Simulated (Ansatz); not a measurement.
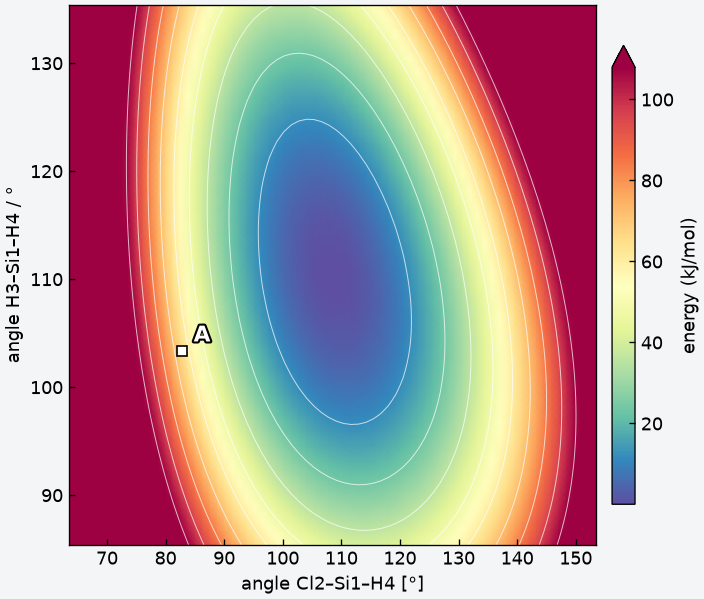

ClH₃Si, SMILES [SiH3]Cl. First axis: angle Cl2–Si1–H4. Second axis: angle H3–Si1–H4. Nothing is relaxed (all other coordinates rigid). The scan uses a 15 × 15 grid. Points are written as (first, second). Energies are in kJ/mol, from the lowest grid point. Level of theory: RKS PBE0-D4/def2-TZVP in Ansatz 0.2.0.

In the figure: a smooth colour map with a few white contour lines, one colour for all values above the top of the scale, the point A. Between grid points the surface is interpolated.

**Which way does the force act at A, and how strong is it?**

A, at (82.8°, 103.3°), is not a stationary point. The computed force is 4.9 kJ/mol for each degree towards larger values of angle Cl2–Si1–H4 and 1.7 kJ/mol for each degree towards larger values of angle H3–Si1–H4.
